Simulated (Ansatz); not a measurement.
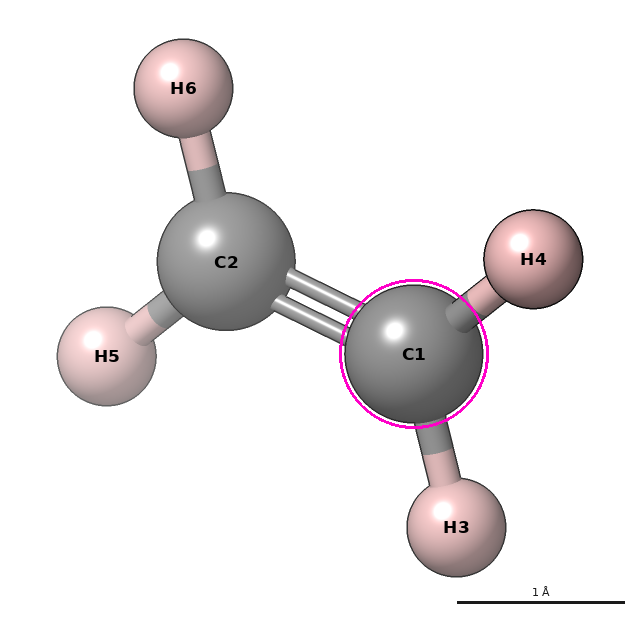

(Drawn from a calculation with Ansatz.)

Orthographic view. Depth is shown by fading: the farther an atom, the more it takes the colour of the background. Geometry: a fixed input geometry, not necessarily a minimum.

> Which atoms are bonded to the circled atom?

The circled atom is C1; it is bonded to C2, H3, H4.

> Which atom is nearest the viewer?

H4, 0.8 Å in front of the mean position.

> Which atom is farthest from the viewer?

H5, 0.8 Å behind the mean position.
